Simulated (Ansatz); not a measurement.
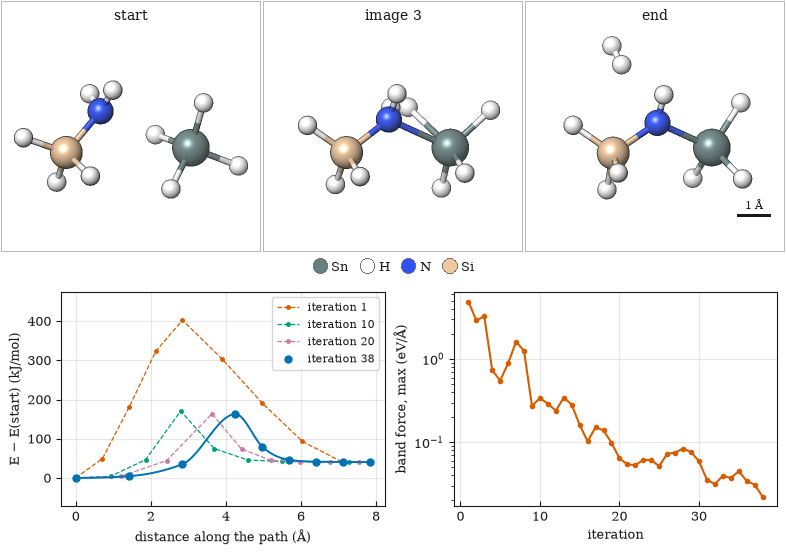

A search for the minimum-energy path of SnSiNH$_{9}$, made up at the start of SnH4 and SiNH5 by the nudged elastic band. Images are numbered from 0 (start) to 8 (end). The plot follows the band through its iterations. Style: ball-and-stick. Shown from a free direction.

The calculation used Ansatz 0.2.0, RKS PBE/def2-SVP. Settings: 7 movable images; climbing image; force threshold 0.03 eV/Å; iteration limit 60; starting path through a guess of the saddle point.

Did the band converge, and can the barrier be trusted?

Answer. The result is final at these settings. The band converged in 38 iterations. The largest component of the band force went from 4.9 to 0.022 eV/Å. The climbing image converged on the top of the path. Its vibrational analysis gives one imaginary mode (1317i cm⁻¹), as a transition state must have. The first iteration put the highest image at 402.4 kJ/mol. Forward barrier 162.8 kJ/mol, backward barrier 122.4 kJ/mol, with image 3 at the top; the reaction energy is +40.4 kJ/mol.

Limits of the set-up: the start holds two separate molecules, 3.0 Å apart at their closest, whose relative position is a soft coordinate and is computed without a dispersion correction.
